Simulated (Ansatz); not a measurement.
Breaking the Si1–S2 bond in SiS (multiplicity 1 held). Energies count from the point at 1.938 Å.


Restricted levels (R-, RO-) in cc, def2 and unpolarised 6-31G sets keep to the state of the molecule at rest. Unrestricted levels (U-) break spin symmetry where that is lower. Left out are points that failed, MP2 points in a non-variational dive below the minimum, coupled-cluster points behind a sign of a changed root (a jump of the amplitudes, or a one-step jump against full CI or MRCI), small-basis points behind a change of solution, and semi-empirical points at long bonds. Curves can end on different states.

Frozen-core correlation.

Run with Ansatz (Gaussian orbitals). Values without a source in brackets are computed.

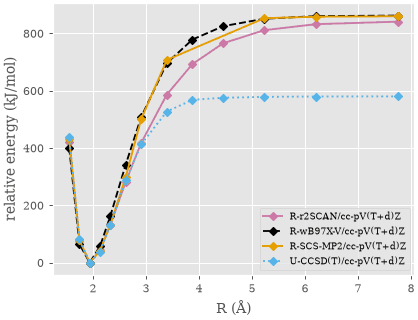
Fig. 1. Relative energy along the coordinate

Doubts at one or more of the structures used: a restricted determinant that unrestricted orbitals would lower (R-r2SCAN/cc-pV(T+d)Z, R-wB97X-V/cc-pV(T+d)Z, R-SCS-MP2/cc-pV(T+d)Z); a spin-contaminated determinant (U-CCSD(T)/cc-pV(T+d)Z); T1 above 0.05 (U-CCSD(T)/cc-pV(T+d)Z); the program's own flag: large difference (U-CCSD(T)/cc-pV(T+d)Z).

Ansatz is a quantum-chemistry and plane-wave program.
